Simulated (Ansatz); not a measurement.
BClH₄Si···HF

```
atom    x (Å)    y (Å)    z (Å)
   B   0.1174   0.4942  -0.3761
   F  -0.0577  -0.2176   2.0421
  Cl   1.5109  -0.4495  -0.9184
   H  -0.9518   0.0386  -0.6483
  Si   0.4084   2.2632   0.4680
   H   1.3897   2.1006   1.5822
   H   0.9698   3.2607  -0.4777
   H  -0.8370   2.8114   1.0611
   H   0.5016   0.4122   2.3897
```

Not at a stationary point (largest force 1.0 eV/Å).

Theory: RHF/def2-SVP (Ansatz 0.2.0).

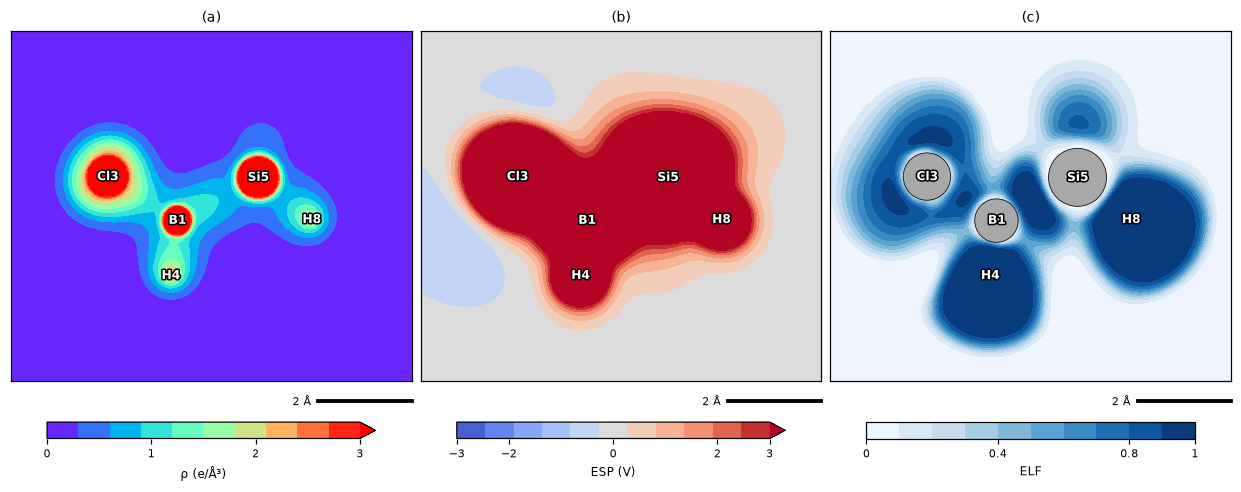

Figure 1. (a) total electron density; (b) molecular electrostatic potential; (c) electron localisation function on the plane of atoms Cl3, B1 and H4. Grey discs cover the atomic cores in the ELF map.

Question: What does the map show?

Answer:
- The section cuts through B, Cl, H and Si sites.
- B–Cl (1.77 Å): ρ is about 1.3 e/Å³ halfway; the ELF peaks at about 0.90 between the atoms (a shared but strongly polarised pair).
- Si–B (1.98 Å): ρ at the midpoint is about 0.91 e/Å³; the ELF peaks at about 1 between the atoms (localised, covalent bonding).
- B–H (1.19 Å): the density is about 1.3 e/Å³ at the midpoint; the ELF climbs to about 1 towards the hydrogen, as it does in any bond to H: an ordinary covalent bond to hydrogen.
- Si–H (1.48 Å): ρ at the midpoint is about 0.76 e/Å³; the ELF climbs to about 1 towards the hydrogen.
- The ELF also peaks beside Cl3, away from the bonds: lone-pair regions.
- Outside the dense part of the complex the potential is most negative (−0.7 V) near Cl3.

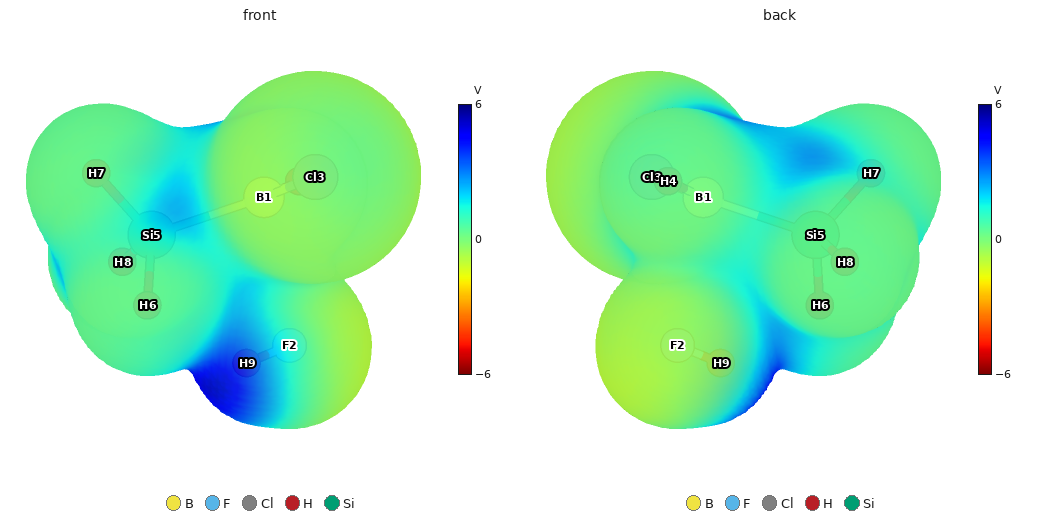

Figure 2. The electrostatic potential painted on the density surface at 0.004 e/bohr³, seen from the front and from behind; the colour scale runs from red (negative) to blue (positive).

Question: Describe the electrostatic potential map.

Answer: The most negative region (about −0.9 V, or −21 kcal/mol for a unit charge) lies over F2, the most positive (about +5.0 V, or +115 kcal/mol for a unit charge) over H9. Cl3 shows a σ-hole: about +0.2 V at the tip opposite its bond, against about −0.4 V, or −9 kcal/mol for a unit charge on its flanks.

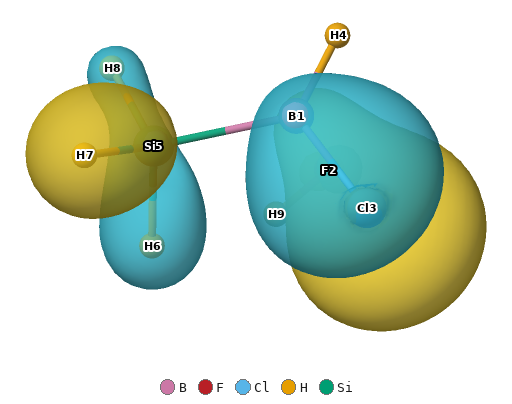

Figure 3. The HOMO−1 at ±0.08 Å⁻³ᐟ² (yellow and cyan are the two phases), seen from one side.

Question: What is the character of this orbital?

Answer: It lies mainly on Cl3 (about 75 %) and B1 (about 10 %); largely a lone pair of Cl3. Its energy is −12.85 eV.

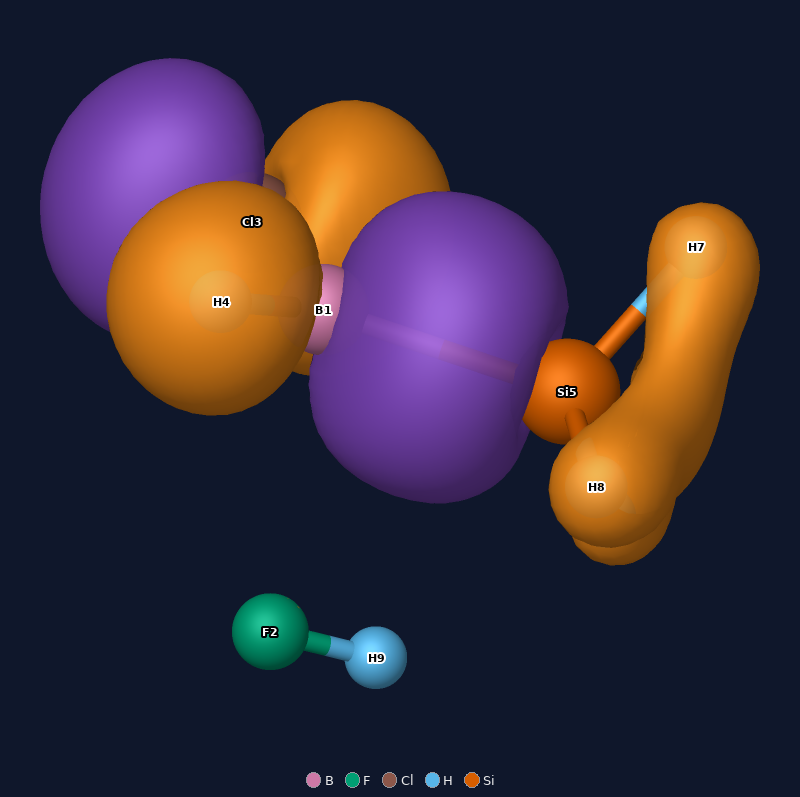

Figure 4. The HOMO at ±0.1 Å⁻³ᐟ² (orange and purple are the two phases), seen at an oblique angle.

Question: Where does this orbital lie, and at what energy?

Answer: Its weight (Hirshfeld) is mainly on Cl3 (about 40 %), B1 (about 20 %), Si5 (about 20 %) and H4 (about 10 %). Its energy is −11.00 eV.
